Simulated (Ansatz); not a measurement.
**H$_{5}$O$_{2}$Si$_{2}$ (charge +1): density, localisation and related maps**

```yaml
atoms:
  - { symbol: O, position_ang: [-0.9471, 0.7934, 1.7686] }
  - { symbol: O, position_ang: [1.2449, 0.2813, 2.3442] }
  - { symbol: Si, position_ang: [-0.2347, -0.7099, 1.9054] }
  - { symbol: Si, position_ang: [0.2978, 1.8395, 2.1457] }
  - { symbol: H, position_ang: [0.0329, -1.4130, 0.6420] }
  - { symbol: H, position_ang: [-0.6283, -1.5046, 3.0784] }
  - { symbol: H, position_ang: [2.1642, 0.0665, 2.5855] }
  - { symbol: H, position_ang: [0.2084, 2.5010, 3.4559] }
  - { symbol: H, position_ang: [0.8695, 2.5925, 1.0195] }
```

Geometry: B3LYP-D3(BJ)/def2-SVP.

Method: Ansatz, isolated molecule in a Gaussian basis; Kohn-Sham density functional theory, functional PBE0.

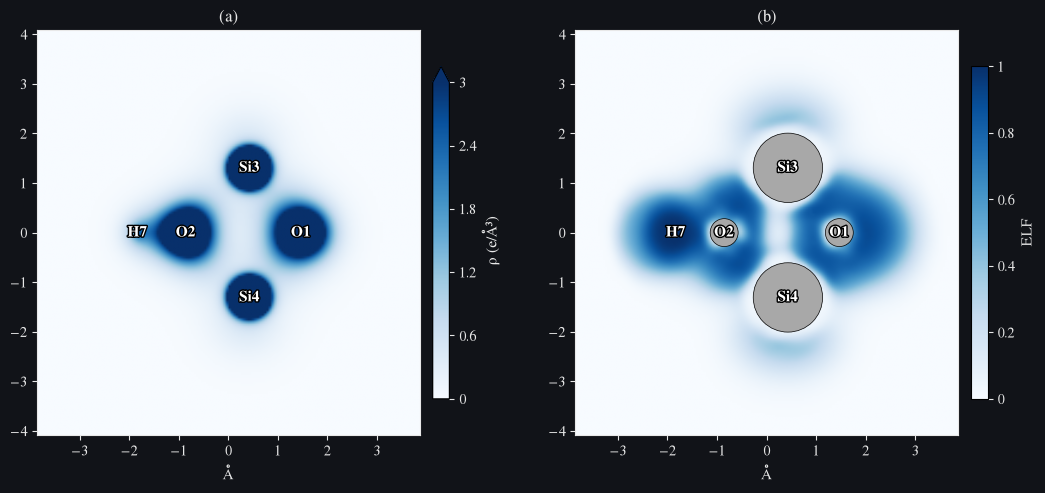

Figure 1. (a) electron density; (b) electron localisation function on the plane of atoms Si3, O2 and H7. Grey discs cover the atomic cores in the ELF map.

**What do the fields say about this system?**

- Atoms in the plane: O, Si and H.
- Si–O (1.67 Å): ρ is about 1.1 e/Å³ halfway; the ELF peaks at about 0.85 between the atoms, as expected for a shared but strongly polarised pair.
- O–H (0.97 Å): ρ at the midpoint is about 3.7 e/Å³; the ELF climbs to about 1 towards the hydrogen, as it does in any bond to H; an ordinary covalent bond to hydrogen.
- Si–O (1.83 Å): ρ is about 0.75 e/Å³ halfway; the ELF peaks at about 0.85 between the atoms, as expected for a shared but strongly polarised pair.
- The ELF also peaks beside O1, away from the bonds: lone-pair regions.

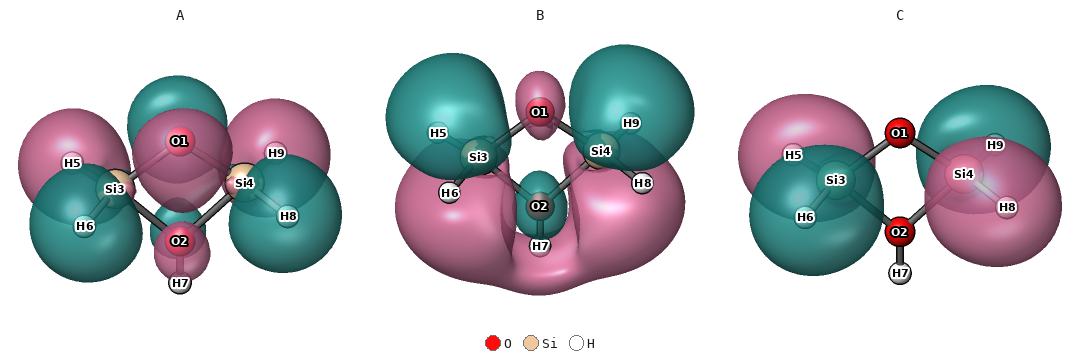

Figure 2. Three frontier orbitals at ±0.06 Å⁻³ᐟ² (teal and pink are the two phases), in no order.

**Order the three orbitals by energy and name them.**

C is the HOMO−1 (−15.61 eV). By Hirshfeld shares it lies mainly on Si4 (about 20 %), Si3 (about 20 %), H6 (about 15 %), H5 (about 15 %), H8 (about 15 %) and H9 (about 15 %). A is the HOMO (−14.30 eV). By Hirshfeld shares it lies mainly on O1 (about 30 %), Si3 (about 15 %), Si4 (about 15 %), H5 (about 10 %), H8 (about 10 %), H6 (about 10 %) and H9 (about 10 %). B is the LUMO (−6.45 eV). Its weight (Hirshfeld) is mainly on Si4 (about 35 %), Si3 (about 35 %) and O2 (about 5 %).

**What is the HOMO–LUMO gap?**

7.85 eV between the orbital energies.
